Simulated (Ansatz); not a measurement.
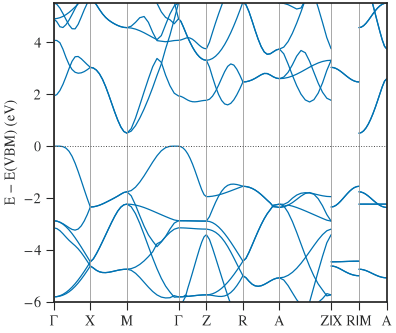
Figure: Band structure from DFT-PBE in the program Ansatz with PAW potentials

Q: Read off the gap and where the band edges lie.

A: About 0.5 eV (0.50 eV by a search for the band edges); maximum on the M–Γ line, 90 % of the way from M, minimum at M.

The material is SnO in space group P4/nmm (No. 129; Sn on 2c, O on 2a).

The cell was relaxed with PBE under the symmetry of its start. The volume moved by 16 % from the start of the relaxation. A crystal of weakly bound layers computed without a dispersion correction: the cell and the soft elastic constants depend strongly on that. Scalar-relativistic: spin–orbit coupling is off unless named, which matters more the heavier the elements.

Potentials: the later of the program's two PAW sets.
